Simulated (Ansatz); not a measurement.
Ligand exchange: CuBr + C3H7I → CuI + C3H7Br

Species: CuBr (copper(i) bromide), singlet; C3H7I (1-iodopropane) `CCCI`, singlet; CuI, singlet; C3H7Br `CCCBr`, singlet. The partners trade Br for I: Cu–Br and C–I bonds give way to Cu–I and C–Br.

Shapes, held fixed at every level: PBE0-D4/def2-TZVP. Flexible molecules stand in one conformer, not always the lowest. Programs: Ansatz 0.2.0. Electronic energies: no zero-point or thermal term.

| level | kind | ΔE (kJ/mol) | CPU time (sum over the molecules) |
| --- | --- | --- | --- |
| HF/def2-TZVPP | Hartree–Fock | -18.0 | – |
| PBE-D4/def2-TZVPP | GGA | -14.0 | 21 s |
| r2SCAN-D4/def2-TZVPP | meta-GGA | -13.7 | 38 s |
| B3LYP-D4/def2-TZVPP | global hybrid | -13.2 | 36 s |
| PBE0-D4/def2-TZVPP | global hybrid | -15.1 | 24 s |
| wB97X-V/def2-TZVPP | range-separated hybrid | -13.4 | 61 s |
| wB97M-V/def2-TZVPP | range-separated hybrid | -13.6 | 88 s |

wB97M-V/def2-TZVPP gives ΔE = -13.6 kJ/mol; the levels span -18.0 to -13.2. The median of the levels is -13.7. No measured value is set beside it here. For atoms past krypton def2 sets carry core potentials with scalar relativity. Relativity is left out for Br unless named. Times are processor times on shared x86 and Arm servers, and rough.

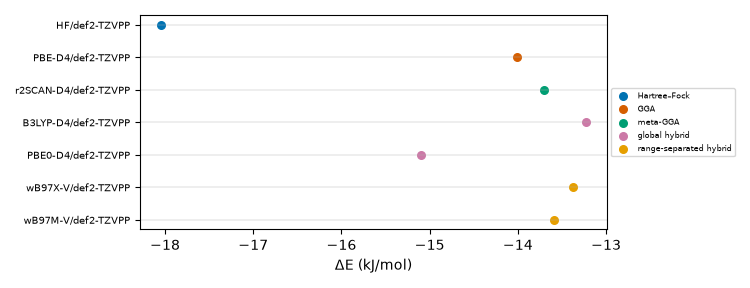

The values of the table, level by level.
